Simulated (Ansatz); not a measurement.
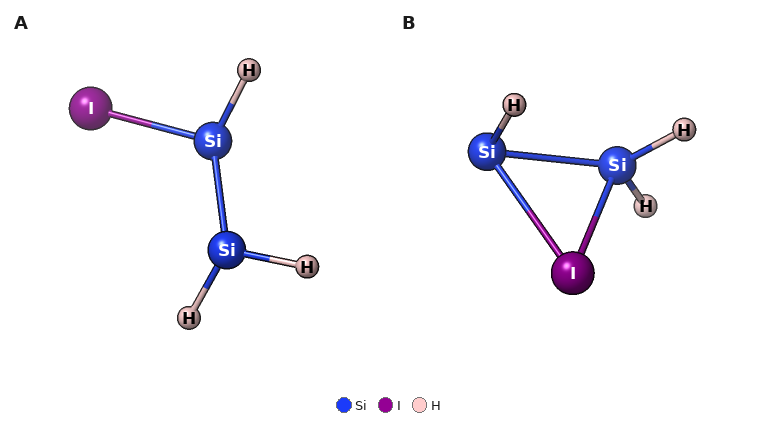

2 stationary structures of one formula. Geometries: PBE0-D4/def2-TZVP. Electronic energies: RHF-CCSD(T) (frozen core)/def2-TZVPP (Ansatz 0.2.0), without zero-point energy. No frequency run is at hand to confirm each as a minimum.

Which structure is the most stable?

Answer. B is lowest (C1); A lies 3.0 kcal/mol above it (C1).
